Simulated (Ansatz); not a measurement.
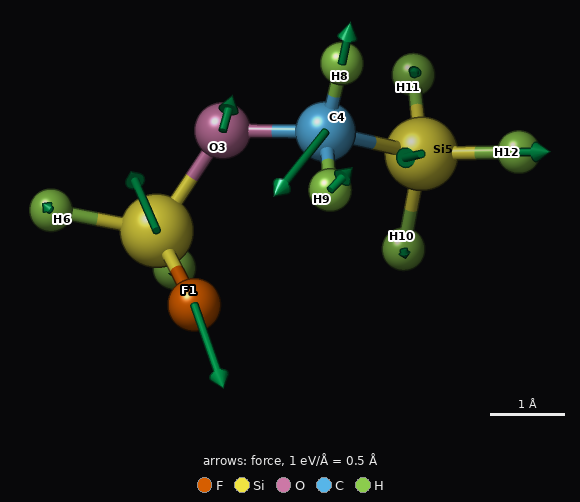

Starting geometry of CH$_{7}$FOSi$_{2}$ (coarse preliminary run) with the computed forces as green arrows. A ball-and-stick model, seen from a free direction.

The start comes from a force field.

Method: RKS PBE-D4/def2-SVP in Ansatz. Settings: force threshold 0.03 eV/Å; at most 200 steps.

Question: What follows when this structure is relaxed?

Answer: It isn't relaxed: the largest force vector, on the F atom, is 3.14 eV/Å. The final displacements have little in common with the starting forces (cosine between the two patterns −0.02). Over 18 geometry steps the energy falls by 10.1 kcal/mol. The largest force component goes from 2.9 to 0.019 eV/Å. The forces were under the threshold at step 13, but the run went on from there. The F atom moves most after the best rigid fit: 0.97 Å. Largest moves by element: F 0.97 Å, H 0.94 Å, Si 0.21 Å, C 0.20 Å, O 0.14 Å. Near-neighbour distances that change, for instance: F–Si 1.561 → 1.639 Å, C–Si 1.846 → 1.915 Å, H–Si 1.449 → 1.506 Å, C–H 1.076 → 1.112 Å. Among the angles between lasting bonds that change: O–C–Si 122.8° → 110.8°, O–C–H 102.6° → 112.2°, F–Si–H 111.4° → 105.9°. Groups turn about O–Si by about 30°.
